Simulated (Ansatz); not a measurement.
## Single-point calculation of GeHCl3O

The run: single-point calculation of GeHCl3O, SMILES [OH][Ge]([Cl])([Cl])[Cl]. Method and program: RKS PBE0-D4/def2-TZVPP (Ansatz 0.2.0).

The geometry comes from this level: PBE0-D4/def2-TZVP.

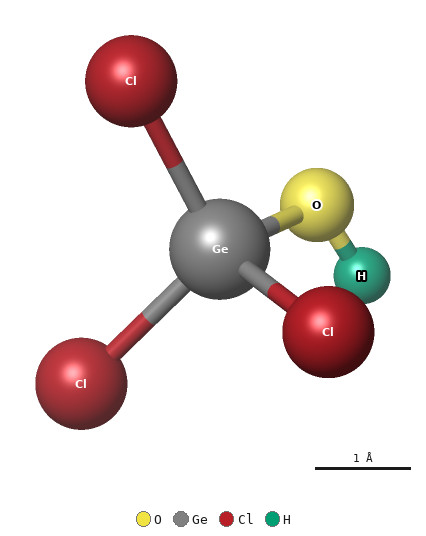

Figure 1. The structure as given in the input (ball-and-stick view, seen at a tilt). Sticks mark near contacts. Bond lengths as drawn: Cl–Ge 2.11 to 2.12 Å, Ge–O 1.75 Å and H–O 0.96 Å.

**Results in brief**

- outcome: converged
- total energy: −96134.7227 eV
- mean-field energy: −96134.5229 eV
- dispersion energy: −0.1998 eV
- SCF solution under orbital rotations: stable
- HOMO: −9.50 eV
- LUMO: −1.67 eV
- hardware: 4 threads of Arm Neoverse V1, 23 GiB of memory available, shared host
- wall time: 3.9 s (CPU time 14 s)
- peak memory: 0.82 GiB

**Input**
```yaml
crystal:
  periodic: [false, false, false]
  atoms:
    - {symbol: O, position_ang: [-0.955284, 0.526339, 0.948905]}
    - {symbol: Ge, position_ang: [0.219384, 0.042038, -0.249001]}
    - {symbol: Cl, position_ang: [1.882665, -0.913843, 0.663393]}
    - {symbol: Cl, position_ang: [-0.634881, -1.313008, -1.644224]}
    - {symbol: Cl, position_ang: [0.829801, 1.810021, -1.221072]}
    - {symbol: H, position_ang: [-1.299683, -0.215548, 1.455900]}
basis:
  gaussian: {orbitals: def2-TZVPP}
hamiltonian: {xc: pbe0, dispersion: d4}
output: {orbitals: {seedname: orbitals}}
```

Launched with:
```bash
ansatz run in.yaml --threads 4 --pin off --events-out ev --progress --plain --max-ram 10444MiB
```

**What the program printed**
```
Functional definition: PBE0
  name "PBE0"
  cite "Adamo & Barone, J. Chem. Phys. 110, 6158 (1999) doi:10.1063/1.478522"
  cite "Perdew, Burke & Ernzerhof, Phys. Rev. Lett. 77, 3865 (1996) doi:10.1103/PhysRevLett.77.3865"
  parent pbe
  parameter a = 0.25
  parameter kappa = 0.804
  parameter beta = 0.06672455060314922
  exchange = (1 - a)*pbe_x(kappa = kappa, mu = beta*pi^2/3) + a*exact_x
  correlation = pbe_c(beta = beta)
1586 factors; their error is unknown
mean field evaluation 1: about -96129.1022 eV, gradient 5.7e1 eV
mean field evaluation 2: about -96115.5560 eV, gradient 1.0e2 eV
mean field evaluation 4: about -96134.1181 eV, gradient 4.8e0 eV
mean field evaluation 8: about -96134.5229 eV, gradient 2.0e-1 eV
mean field evaluation 16: about -96134.5229 eV, gradient 4.9e-5 eV
mean field -96134.52290743 eV, -3532.8785545279 hartree, gradient 4.9e-5 eV, S^2 0.000000; 0 other end points of the search recorded, 0 dependent functions left out
reference -96134.52293599 eV, -3532.8785555776 hartree; 46, 46 occupied and 173, 173 virtual orbitals, 1586 factors
Total energy: -96134.72273523 eV, -3532.8858980642 hartree
```

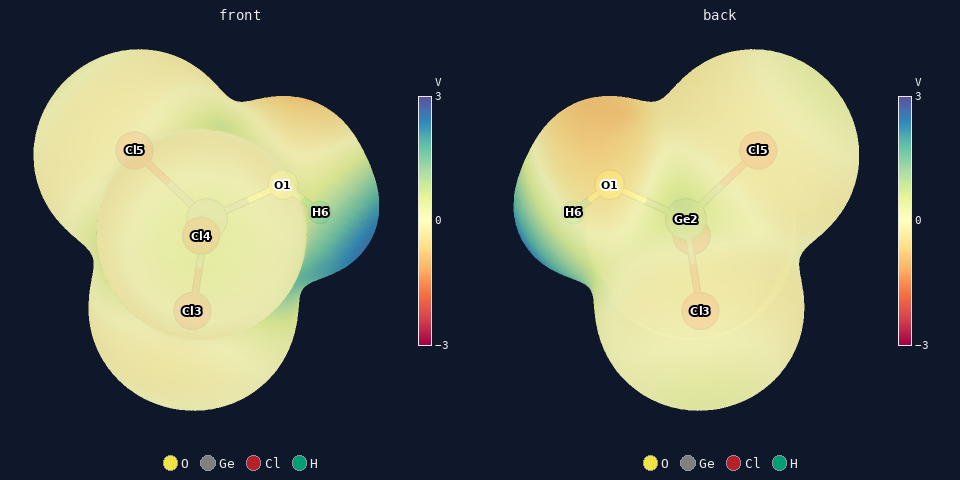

Figure 2. The molecular electrostatic potential painted on the density surface at 0.001 e/bohr³, seen at a tilt and from behind; red is negative and blue positive. A positive charge is drawn to the negative regions and a negative charge to the positive ones.

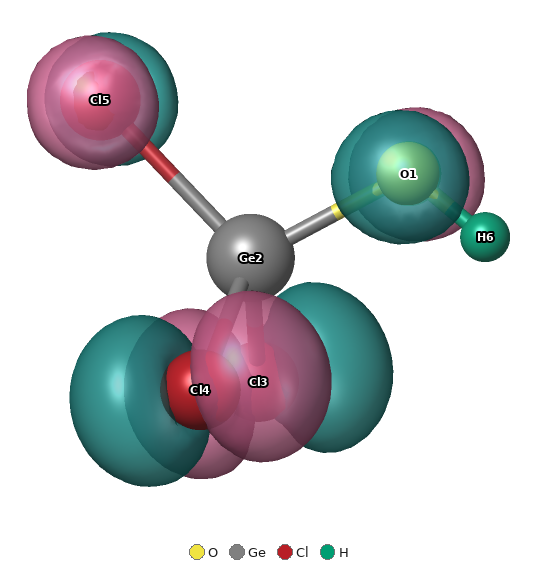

Figure 3. One frontier orbital at ±0.15 Å⁻³ᐟ² (teal and pink are the two phases), seen at an oblique angle. The HOMO−1, at −9.58 eV.

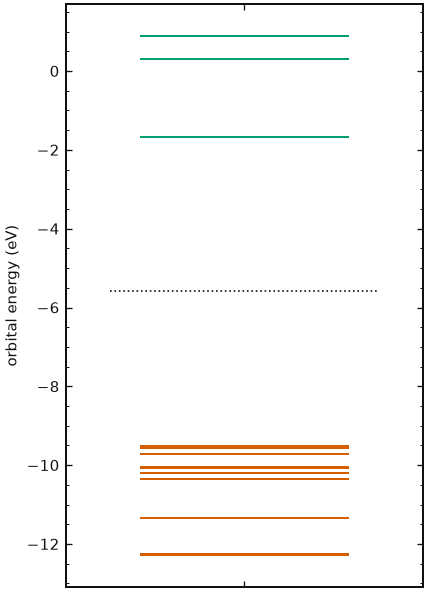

Figure 4. Orbital energies near the frontier; the dotted line parts filled from empty levels, and levels within 0.02 eV of each other stand side by side. Highest filled −9.50 eV, lowest empty −1.67 eV, 7.83 eV apart.
